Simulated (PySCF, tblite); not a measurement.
# C₆H₁₅NSi: geometry, infrared bands and NMR shifts

Wanted: the infrared bands and NMR shifts of C₆H₁₅NSi (`CCC[C@H]1CN[SiH2]C1`), by calculation.

The runs use tblite 0.8.0 and PySCF 2.14.0, with density-fitted response routines of our own; the level of theory stands in each step. All values are computed, except where a source is named. Atoms are numbered from 0 throughout.

## (1) The molecule as given

23 atoms, charge 0, multiplicity 1; geometry from: force field or distance geometry start.

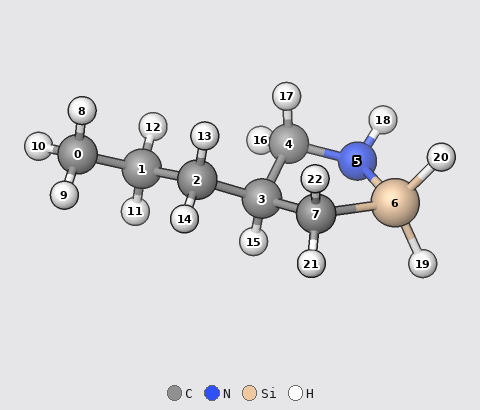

The starting geometry (carbon grey, nitrogen blue, silicon light orange, hydrogen white), atoms numbered; sticks join atoms by distance.

## (2) Optimising the geometry with GFN2-xTB

What the job is given:

```
{"job": {"kind": "relax", "xc": "GFN2-xTB", "basis": "xTB"}, "charge": 0, "multiplicity": 1}
C      3.418800     0.110700    -0.027400
C      2.025900    -0.518600     0.037400
C      0.947000     0.460900    -0.361900
C     -0.461100    -0.159100    -0.395200
C     -0.939600    -0.660100     1.010300
N     -2.395300    -0.889600     0.892300
Si    -3.166700     0.166900    -0.236300
C     -1.520200     0.843400    -0.898300
H      3.483300     0.976500     0.640500
H      3.631900     0.442900    -1.041000
H      4.173800    -0.609200     0.272500
H      2.001800    -1.405000    -0.605900
H      1.854500    -0.872200     1.080900
H      0.952100     1.323400     0.314000
H      1.161400     0.862500    -1.363900
H     -0.447400    -1.028100    -1.057700
H     -0.432000    -1.580100     1.301400
H     -0.738300     0.096600     1.768500
H     -2.827200    -0.817300     1.816600
H     -3.920100    -0.647700    -1.201400
H     -3.937800     1.178600     0.534800
H     -1.520900     0.905100    -1.993300
H     -1.348900     1.846500    -0.476700
```

Run with:

```
> OMP_NUM_THREADS=1 python probes_run.py task.json out
```

One launch serves the whole session: the jobs run in the order shown.

What it wrote:

```text
step      E/eV     max force
  0    -684.85994    1.175
  1    -684.91285    0.554
  2    -684.93345    0.523
  3    -684.96862    0.462
  4    -684.98666    0.384
  5    -685.00744    0.334
  6    -685.02537    0.305
  7    -685.03983    0.271
  8    -685.04753    0.213
  9    -685.05315    0.187
 10    -685.05907    0.200
 11    -685.06529    0.230
 12    -685.07000    0.135
 13    -685.07258    0.113
 14    -685.07407    0.098
 15    -685.07522    0.090
 16    -685.07617    0.109
 17    -685.07683    0.062
 18    -685.07737    0.052
 19    -685.07774    0.055
 20    -685.07813    0.058
 21    -685.07840    0.040
 22    -685.07866    0.033
 23    -685.07890    0.032
 24    -685.07909    0.038
 25    -685.07922    0.036
 26    -685.07935    0.029
 27    -685.07949    0.025
 28    -685.07962    0.027
 29    -685.07972    0.023
 30    -685.07981    0.024
 31    -685.07991    0.025
 32    -685.08001    0.023
 33    -685.08009    0.021
 34    -685.08018    0.022
 35    -685.08028    0.028
 36    -685.08040    0.028
 37    -685.08053    0.026
 38    -685.08064    0.021
 39    -685.08073    0.020
 40    -685.08082    0.023
 41    -685.08092    0.026
 42    -685.08101    0.028
 43    -685.08108    0.023
 44    -685.08114    0.022
 45    -685.08120    0.017
 46    -685.08123    0.013
 47    -685.08125    0.012
 48    -685.08128    0.013
 49    -685.08130    0.015
 50    -685.08133    0.010
```

Run time: 0.53 s. Hardware: 1 thread of Intel Xeon at 2.70GHz, shared host; peak memory 0.18 GiB.

Along the way: (not every step is listed)

```
step  energy from step 0 (eV)  largest force (eV/Å)
   0                   0.0000                1.1754
   1                  -0.0529                0.5536
   2                  -0.0735                0.5233
   3                  -0.1087                0.4616
   4                  -0.1267                0.3836
   5                  -0.1475                0.3343
   6                  -0.1654                0.3052
   7                  -0.1799                0.2714
   8                  -0.1876                0.2127
  11                  -0.2053                0.2296
  14                  -0.2141                0.0975
  17                  -0.2169                0.0619
  20                  -0.2182                0.0576
  23                  -0.2190                0.0324
  26                  -0.2194                0.0290
  29                  -0.2198                0.0232
  32                  -0.2201                0.0232
  35                  -0.2203                0.0276
  38                  -0.2207                0.0214
  41                  -0.2210                0.0257
  44                  -0.2212                0.0218
  45                  -0.2213                0.0167
  46                  -0.2213                0.0128
  47                  -0.2213                0.0124
  48                  -0.2213                0.0132
  49                  -0.2214                0.0147
  50                  -0.2214                0.0099
```

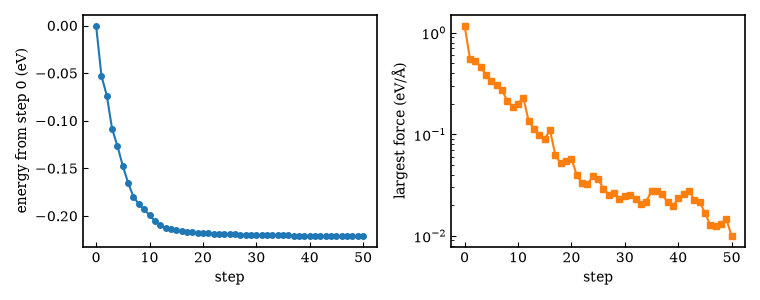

Energy and force, step by step.

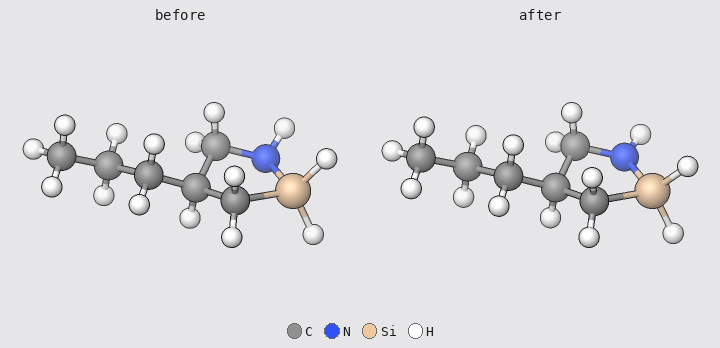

The geometry before (left) and after (right).

Close pairs (by a distance rule), those that changed most:

```
   bond  before (Å)  after (Å)  change (Å)
  C3–C4       1.567      1.531      -0.036
  C4–N5       1.478      1.449      -0.029
 C1–H12       1.115      1.091      -0.024
Si6–H20       1.488      1.469      -0.018
 N5–H18       1.023      1.006      -0.017
  C1–C2       1.511      1.527      +0.017
 N5–Si6       1.728      1.714      -0.014
  C3–C7       1.543      1.532      -0.011
```

The next job starts from the end point, and lists it.

## (3) Harmonic vibrations with GFN2-xTB

What the job is given:

```
{"job": {"kind": "ir", "xc": "GFN2-xTB", "basis": "xTB"}, "charge": 0, "multiplicity": 1}
C      3.410556     0.103967    -0.038557
C      2.025725    -0.528432     0.041967
C      0.931999     0.460325    -0.357021
C     -0.471765    -0.143686    -0.358046
C     -0.937053    -0.589453     1.031208
N     -2.368510    -0.796132     0.942491
Si    -3.167397     0.191323    -0.208365
C     -1.517685     0.843944    -0.884387
H      3.474307     0.965434     0.623278
H      3.621391     0.436395    -1.052910
H      4.176569    -0.610929     0.254060
H      1.984873    -1.397780    -0.618360
H      1.850431    -0.875970     1.061653
H      0.953859     1.314731     0.325054
H      1.146372     0.836097    -1.361001
H     -0.479977    -1.026978    -1.005460
H     -0.451345    -1.523247     1.331728
H     -0.684534     0.180873     1.775118
H     -2.785958    -1.201568     1.762786
H     -3.937043    -0.642251    -1.134798
H     -4.002929     1.272186     0.332315
H     -1.465397     0.920255    -1.967942
H     -1.311242     1.837880    -0.484731
```

What it wrote:

```text
mode    cm-1     km/mol
  1      65.9      0.14
  2      76.5      0.02
  3     110.2      0.60
  4     144.3      3.35
  5     180.6      1.28
  6     237.0      0.00
  7     292.4      4.47
  8     339.1      0.28
  9     368.7     72.77
 10     436.7      0.84
 11     457.0      6.40
 12     499.6     56.33
 13     533.2     56.94
 14     574.4     19.64
 15     673.3    143.17
 16     775.5     14.86
 17     784.7     24.62
 18     801.0     96.23
 19     810.2    190.16
 20     857.0    123.36
 21     877.8     39.79
 22     913.2     19.99
 23     948.9      3.93
 24     981.7      3.74
 25    1049.8      8.33
 26    1075.6      0.84
 27    1100.3      1.28
 28    1107.2      6.60
 29    1130.7      0.28
 30    1144.5     53.24
 31    1157.3     11.97
 32    1212.8      2.98
 33    1223.6      1.49
 34    1233.4     55.04
 35    1259.1     11.82
 36    1285.9      4.88
 37    1291.1      1.02
 38    1327.2     19.77
 39    1331.0      1.65
 40    1367.4      6.86
 41    1373.1      3.62
 42    1415.9      0.78
 43    1492.1      0.58
 44    1494.8      1.50
 45    1498.7      0.23
 46    1505.2      1.08
 47    1505.7      1.94
 48    1508.2      1.74
 49    2194.4    470.19
 50    2245.1    279.10
 51    2847.8     69.48
 52    2928.2     38.97
 53    2935.0     59.36
 54    2952.6     23.92
 55    2968.4     15.35
 56    2972.0     46.14
 57    2977.0    109.67
 58    2988.8     46.37
 59    3015.8     43.91
 60    3027.5     62.92
 61    3029.5     62.19
 62    3035.0     34.04
 63    3483.9      4.03
```

Wall time 1.4 s (1 thread of Intel Xeon at 2.70GHz, shared host); peak memory 0.18 GiB.

Which atoms move in the most intense modes:

```
cm⁻¹  km/mol                        atoms
 369    72.8            H18 63 %, N5 16 %
 673   143.2           H19 40 %, H20 39 %
 801    96.2  C7 32 %, H21 30 %, Si6 12 %
 810   190.2           H20 42 %, H19 35 %
 857   123.4   N5 22 %, Si6 22 %, C4 14 %
2194   470.2                     H20 87 %
2245   279.1                     H19 88 %
2977   109.7                     H22 76 %
```

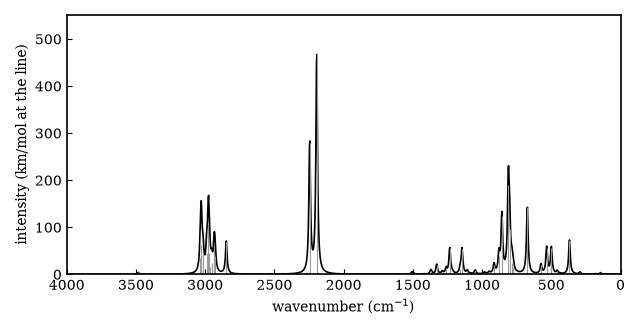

The infrared spectrum from these modes, unscaled. Lines are broadened to a width of 14 cm⁻¹ (Lorentzian).

## (4) Shielding tensors: PBE0/pcSseg-1

The job, as its differences from that of step 3:

```diff
@@ -1,2 +1,2 @@
-{"job": {"kind": "ir", "xc": "GFN2-xTB", "basis": "xTB"}, "charge": 0, "multiplicity": 1}
+{"job": {"kind": "nmr", "xc": "PBE0", "basis": "pcSseg-1"}, "charge": 0, "multiplicity": 1}
 C      3.410556     0.103967    -0.038557
```

Method: GIAO PBE0/pcSseg-1 NMR shielding, non-relativistic, gas phase.

What it wrote:

```text
coarse grid: 18504 points
cycle   1  E = -581.2887685054  dE =  7.897e-01  |g| = 5.426e-01  |ddm| = 4.167e+00
cycle   2  E = -581.2478949123  dE =  4.087e-02  |g| = 6.899e-01  |ddm| = 1.223e+00
cycle   3  E = -581.3633453019  dE = -1.155e-01  |g| = 6.299e-02  |ddm| = 7.562e-01
cycle   4  E = -581.3640024188  dE = -6.571e-04  |g| = 3.214e-02  |ddm| = 8.875e-02
cycle   5  E = -581.3642382555  dE = -2.358e-04  |g| = 4.908e-03  |ddm| = 3.294e-02
cycle   6  E = -581.3642431956  dE = -4.940e-06  |g| = 1.696e-03  |ddm| = 6.813e-03
final grid: 170752 points
cycle   7  E = -581.4107986616  dE = -5.466e-05  |g| = 1.058e-02  |ddm| = 3.824e-02
cycle   8  E = -581.4107820762  dE =  1.659e-05  |g| = 1.332e-02  |ddm| = 2.332e-02
cycle   9  E = -581.4108278175  dE = -4.574e-05  |g| = 7.840e-04  |ddm| = 1.359e-02
cycle  10  E = -581.4108279403  dE = -1.229e-07  |g| = 2.948e-04  |ddm| = 1.002e-03
cycle  11  E = -581.4108279598  dE = -1.951e-08  |g| = 5.568e-05  |ddm| = 3.150e-04
cycle  12  E = -581.4108279604  dE = -5.646e-10  |g| = 2.664e-05  |ddm| = 8.927e-05
converged SCF energy = -581.4108279604

GIAO shielding tensors (ppm)
atom      isotropic    diamagn.    paramagn.     s11        s22        s33       span
  0 C      169.291     244.483     -75.192    157.397    162.440    188.034     30.637
  1 C      159.939     247.902     -87.962    148.020    160.832    170.965     22.945
  2 C      142.359     249.788    -107.429    119.012    137.132    170.933     51.921
  3 C      144.184     250.080    -105.896    128.719    141.835    161.997     33.277
  4 C      130.973     248.395    -117.422    107.329    129.659    155.930     48.601
  5 N      244.708     321.767     -77.059    192.705    227.326    314.093    121.387
  6 Si     377.169     880.084    -502.915    337.347    361.731    432.429     95.082
  7 C      167.449     251.592     -84.143    144.869    161.011    196.467     51.598
  8 H       30.827      28.789       2.038     26.497     29.280     36.703     10.206
  9 H       30.779      28.482       2.297     26.529     28.998     36.810     10.281
 10 H       30.442      26.718       3.723     25.616     27.601     38.108     12.492
 11 H       30.458      32.470      -2.012     25.247     30.944     35.182      9.935
 12 H       30.443      32.986      -2.543     24.289     32.540     34.501     10.212
 13 H       30.693      34.573      -3.880     26.690     31.777     33.611      6.920
 14 H       30.048      34.327      -4.279     24.718     31.448     33.977      9.258
 15 H       29.889      35.111      -5.222     26.166     28.874     34.627      8.461
 16 H       28.149      32.933      -4.784     21.927     29.427     33.094     11.167
 17 H       29.097      33.509      -4.411     23.370     29.522     34.401     11.031
 18 H       31.801      30.589       1.212     21.620     28.996     44.788     23.168
 19 H       26.792      28.551      -1.759     22.976     24.010     33.389     10.413
 20 H       26.768      28.308      -1.540     23.370     23.962     32.973      9.603
 21 H       30.596      31.404      -0.808     26.145     28.068     37.575     11.430
 22 H       31.060      32.326      -1.266     26.179     30.011     36.989     10.810
```

It took 74 s on 1 thread of Intel Xeon at 2.70GHz, shared host; peak memory 0.95 GiB.

The references, computed at this level on geometries of the same kind, shield at (ppm): ¹H TMS 31.72, ¹³C TMS 186.9, ²⁹Si TMS 349.2, ¹⁵N NH3 267.7. Their shielding less the atom's gives the shift. The references are single molecules in the gas phase, so shifts against H2O, NH3, PH3, H3PO4 or CFCl3 are not on the usual liquid scales and can be off by tens of ppm. Atoms listed in one row are averaged.

```
      atoms                                                   environment  σ (ppm)  δ (ppm)  δ scaled to CDCl3
         C4                                           sp3 CH2 bonded to N    131.0     56.0               52.7
         C2                                                       sp3 CH2    142.4     44.6               41.6
         C3                                              sp3 CH in a ring    144.2     42.7               39.8
         C1                                                       sp3 CH2    159.9     27.0               24.4
         C7                                          sp3 CH2 bonded to Si    167.4     19.5               17.1
         C0                                                 methyl carbon    169.3     17.6               15.3
        H20    hydrogen on a silicon bonded to C, N, in a 5-membered ring    26.77     4.95                  –
        H19    hydrogen on a silicon bonded to C, N, in a 5-membered ring    26.79     4.92                  –
        H16                            hydrogen on an sp3 CH2 bonded to N    28.15     3.57               3.47
        H17                            hydrogen on an sp3 CH2 bonded to N    29.10     2.62               2.57
        H15                               hydrogen on an sp3 CH in a ring    29.89     1.83               1.83
        H14                                        hydrogen on an sp3 CH2    30.05     1.67               1.68
        H12                                        hydrogen on an sp3 CH2    30.44     1.27               1.31
        H11                                        hydrogen on an sp3 CH2    30.46     1.26               1.29
        H21                           hydrogen on an sp3 CH2 bonded to Si    30.60     1.12               1.16
H8, H9, H10                                   hydrogen on a methyl carbon    30.68     1.03               1.08
        H13                                        hydrogen on an sp3 CH2    30.69     1.02               1.07
        H22                           hydrogen on an sp3 CH2 bonded to Si    31.06     0.66               0.72
        H18  hydrogen on a nitrogen bonded to C, Si, in a 5-membered ring    31.80    -0.08                  –
         N5             nitrogen bonded to C, Si, H, in a 5-membered ring    244.7     23.0                  –
        Si6             silicon bonded to C, N, 2 H, in a 5-membered ring    377.2    -28.0                  –
```

The scaled column applies a straight-line fit of computed shieldings to shifts measured in CDCl3 (root-mean-square error 0.16 ppm for H, 1.9 ppm for C).

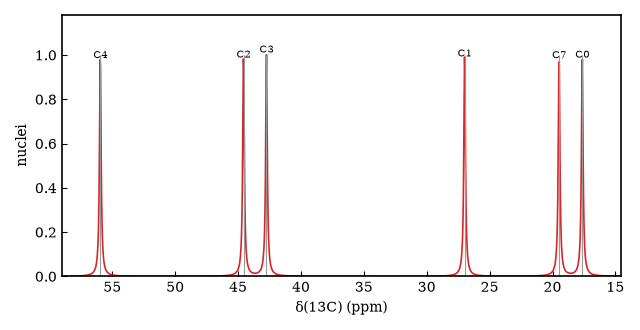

¹³C lines at the computed shifts, without couplings. Lines are broadened to a width of 0.15 ppm (Lorentzian).

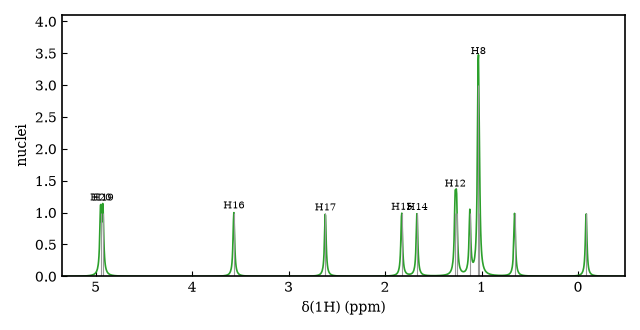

¹H lines at the computed shifts, without couplings. Lines are broadened to a width of 0.02 ppm (Lorentzian).

Charges from the same density, by scheme (e):

```
atoms  Mulliken    IAO  Hirshfeld  ESP fit
   C0     -0.25  -0.42      -0.12    -0.34
   C1     -0.28  -0.25      -0.07     0.32
   C2     -0.16  -0.25      -0.07    -0.38
   C3     -0.37  -0.09      -0.02     0.28
   C4      0.09  -0.14      -0.03     0.08
   N5     -0.67  -0.69      -0.25    -0.80
  Si6      0.79   0.88       0.36     0.66
   C7     -0.46  -0.55      -0.16    -0.47
```

IAO charges:

C0 -0.42; C1 -0.25; C2 -0.25; C3 -0.09; C4 -0.14; N5 -0.69; Si6 0.88; C7 -0.55; H8 0.14; H9 0.14; H10 0.14; H11 0.13; H12 0.13; H13 0.12; H14 0.13; H15 0.13; H16 0.13; H17 0.10; H18 0.25; H19 -0.15; H20 -0.16; H21 0.14; H22 0.14

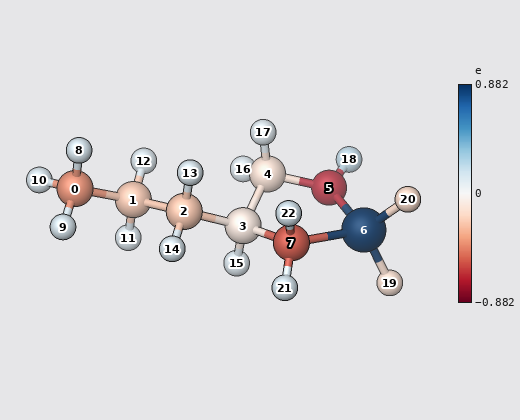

IAO charges, as colours on the atoms.

Mayer bond orders: C0–C1 1.07, C1–C2 1.03, C2–C3 1.02, C3–C4 0.99, C4–N5 0.97, N5–Si6 1.02, Si6–C7 0.91, C7–C3 1.01.

Ring of atoms C3, C4, N5, Si6, C7: NICS(0) -6.5, NICS(1) -3.4, NICS(1)zz -2.5 ppm (means of both faces).

The fields below are evaluated on a grid from the run's orbitals.

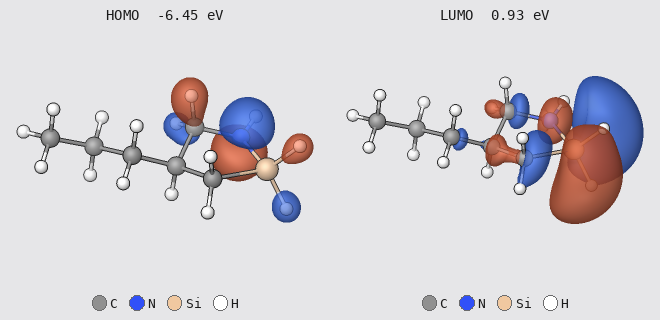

PBE0/pcSseg-1 orbitals near the gap, drawn at the value that encloses 70 % of each; the two colours are the two signs.

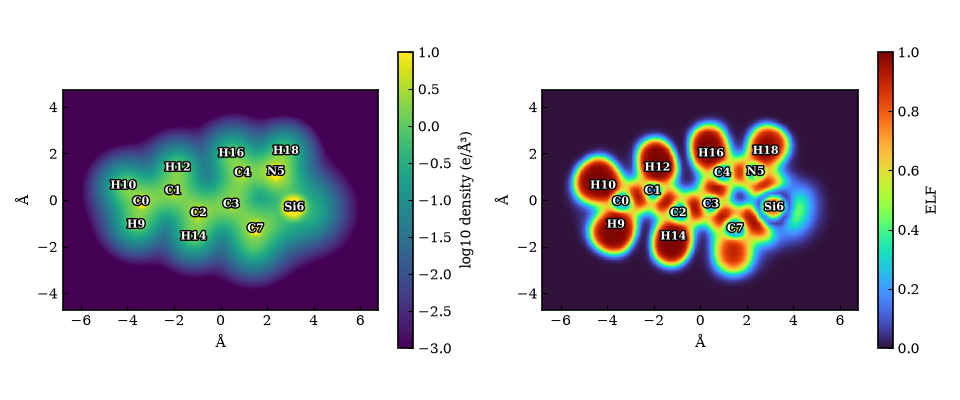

Density (left) and ELF (right) in a plane through or near 14 of the atoms.

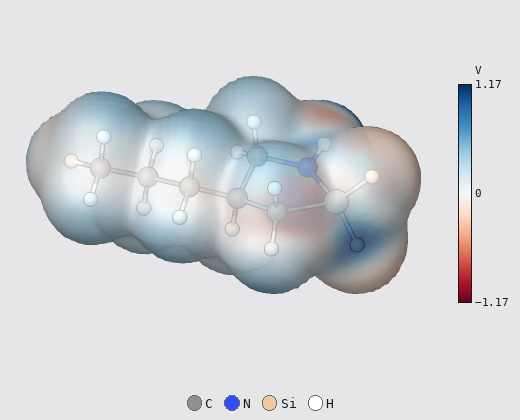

Electrostatic potential on the surface of density 0.002 e/bohr³; red is low, blue high. It runs from -1.02 V near N5 to 1.17 V near H18.

## (5) Summary of results

| quantity | value |
| --- | --- |
| strongest single infrared mode (GFN2-xTB) | 2194 cm⁻¹, 470 km/mol |
| zero-point energy (GFN2-xTB) | 125.0 kcal/mol |
| ¹³C shifts against TMS (PBE0/pcSseg-1) | 56.0, 44.6, 42.7, 27.0, 19.5, 17.6 ppm |
| ¹H shifts against TMS (PBE0/pcSseg-1, means over atoms taken as alike) | 4.95, 4.92, 3.57, 2.62, 1.83, 1.67, 1.27, 1.26, 1.12, 1.03, 1.02, 0.66, -0.08 ppm |
| ¹⁵N shifts against NH3 (PBE0/pcSseg-1) | 23.0 ppm |
| ²⁹Si shifts against TMS (PBE0/pcSseg-1) | -28.0 ppm |
| surface potential, least and greatest | -1.02 V and 1.17 V |

The optimisation took 50 steps and gained 0.221 eV; among the close pairs (by a distance rule), C3–C4 changed most, from 1.567 to 1.531 Å. No mode is imaginary among the 63: a minimum at this level. The strongest single mode, at 2194 cm⁻¹, moves mainly H20. GFN2-xTB is a fitted tight-binding method: band positions and strengths are rough. Its intensities can rank the bands wrongly. At PBE0/pcSseg-1: The widest tensor belongs to N5: span 121 ppm, with a paramagnetic part of -77 ppm.
